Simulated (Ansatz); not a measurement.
**wB97X/STO-3G run of NOF (nitrosyl fluoride)**

Aim: the vertical ionisation energy of NOF (nitrosyl fluoride) at wB97X/STO-3G, from 2 runs. 

The calculation is run with Ansatz 0.2.0.

63 further runs of the same task are left out: 16 that didn't finish, 47 set aside as unsound or not needed.

## Step 1: The system as given

The species is NOF (3 atoms), meant as a singlet with charge 0. As SMILES, `O=NF`. Geometry: relaxed at PBE0-D4/def2-TZVP.

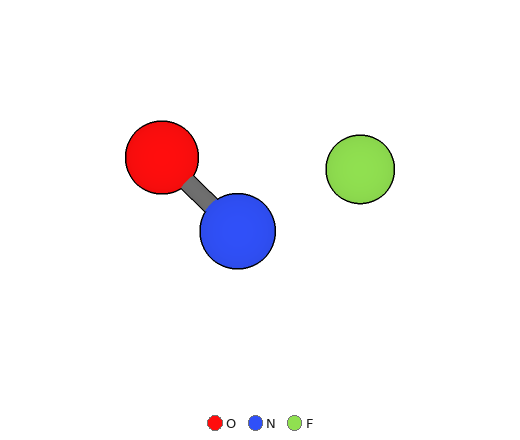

The structure, seen from a chosen angle (oxygen red, nitrogen blue, fluorine green).

## Step 2: A single-point energy at wB97X/STO-3G

in.yaml

```yaml
crystal:
  periodic: [false, false, false]
  atoms:
    - symbol: O
      position_ang: [0.868350, 0.242970, 0.504740]
    - symbol: "N"
      position_ang: [0.148930, -0.482540, 0.029910]
    - symbol: F
      position_ang: [-1.017290, 0.239580, -0.534650]
basis:
  gaussian:
    orbitals: STO-3G
total_charge: 0
hamiltonian:
  xc: {name: wB97X}
accuracy: high
```

Started as:

```sh
$ ansatz run in.yaml --threads 1 --pin off --max-ram 3480MiB --events-out events.jsonl --progress --plain --runs-dir runs
```

The program printed:

```text
Warning: RAYON_NUM_THREADS=1 ignored (pool sized by the plan → 1); use --threads N
Functional definition: wB97X
  name "wB97X"
  parameter omega = 0.3/bohr
  parameter cx = 0.157706
  parameter cx1 = 0.726479
  parameter cx2 = 1.04760
  parameter cx3 = -5.70635
  parameter cx4 = 13.2794
  parameter css1 = -4.33879
  parameter css2 = 18.2308
  parameter css3 = -31.7430
  parameter css4 = 17.2901
  parameter cos1 = 2.37031
  parameter cos2 = -11.3995
  parameter cos3 = 6.58405
  parameter cos4 = -3.78132
  exchange = spin_sum(e_x_unif_sr(omega)*poly(b97_u_x, 1 - cx, cx1, cx2, cx3, cx4)) + cx*exact_x_sr(omega)
      + exact_x_lr(omega)
  correlation = spin_sum(e_c_pw_same_spin*poly(b97_u_same, 1, css1, css2, css3, css4))
      + integral(e_c_pw_opposite_spin*poly(b97_u_opposite, 1, cos1, cos2, cos3, cos4))
251 factors; integrals over basis functions are off by at most 3.5e-8 eV
112 factors; integrals over basis functions are off by at most 9.2e-10 eV
mean field evaluation 1: about -6159.9401 eV, gradient 2.6e1 eV
mean field evaluation 2: about -6159.0209 eV, gradient 3.5e1 eV
mean field evaluation 4: about -6162.4062 eV, gradient 1.7e0 eV
mean field evaluation 8: about -6162.4029 eV, gradient 6.0e-2 eV
mean field evaluation 16: about -6162.4030 eV, gradient 3.2e-6 eV
mean field -6162.40297870 eV, -226.4641324403 hartree, gradient 5.5e-8 eV, S^2 0.000000; 0 other end points of the search recorded, 0 dependent functions left out
reference -6162.40297816 eV, -226.4641324205 hartree; 12, 12 occupied and 3, 3 virtual orbitals, 251 factors
Total energy: -6162.40297816 eV, -226.4641324205 hartree
```

Wall time 2.8 s (1 thread of Intel Xeon Platinum 8488C (Sapphire Rapids), shared host); peak memory 0.18 GiB.

## Step 3: The doublet cation at the same level

job.yaml

```yaml
crystal:
  periodic: [false, false, false]
  atoms:
    - {symbol: O, position_ang: [0.868350, 0.242970, 0.504740]}
    - {symbol: N, position_ang: [0.148930, -0.482540, 0.029910]}
    - {symbol: F, position_ang: [-1.017290, 0.239580, -0.534650]}
basis:
  gaussian: {orbitals: STO-3G}
total_charge: 1
magnetization: {spin_polarized: true, initial_magnetization: 1}
hamiltonian: {xc: {name: wB97X}}
accuracy: high
```

Started as:

```sh
$ ansatz run job.yaml --threads 1 --pin off --max-ram 3480MiB --events-out events.jsonl --progress --plain --runs-dir runs
```

The program printed, cut to the lines that bear on the results:

```text
Warning: RAYON_NUM_THREADS=1 ignored (pool sized by the plan → 1); use --threads N
[... 2 set-up lines as earlier in the session ...]
[...]
      + exact_x_lr(omega)
[...]
      + integral(e_c_pw_opposite_spin*poly(b97_u_opposite, 1, cos1, cos2, cos3, cos4))
251 factors; integrals over basis functions are off by at most 3.5e-8 eV
110 factors; integrals over basis functions are off by at most 9.2e-10 eV
[...]
mean field -6152.49541843 eV, -226.1000363162 hartree, gradient 7.0e-8 eV, S^2 0.773027; 3 other end points of the search recorded, 0 dependent functions left out
reference -6152.49541790 eV, -226.1000362967 hartree; 12, 11 occupied and 3, 4 virtual orbitals, 251 factors
Total energy: -6152.49541790 eV, -226.1000362967 hartree
```

Run time: 6.6 s. Hardware: 1 thread of Intel Xeon Platinum 8488C (Sapphire Rapids), shared host; peak memory 0.29 GiB.

## Step 4: Outcome

Level: wB97X/STO-3G.

```
                                          quantity          value
                         singlet NOF: total energy  -226.46413 Eh
                      doublet cation: total energy  -226.10004 Eh
                              doublet cation: ⟨S²⟩          0.773
vertical ionisation energy (to the doublet cation)       9.908 eV
```

**Reading.** The vertical ionisation energy comes to 9.91 eV (228 kcal/mol). In a minimal basis such a difference can be off by several eV, whatever the method.
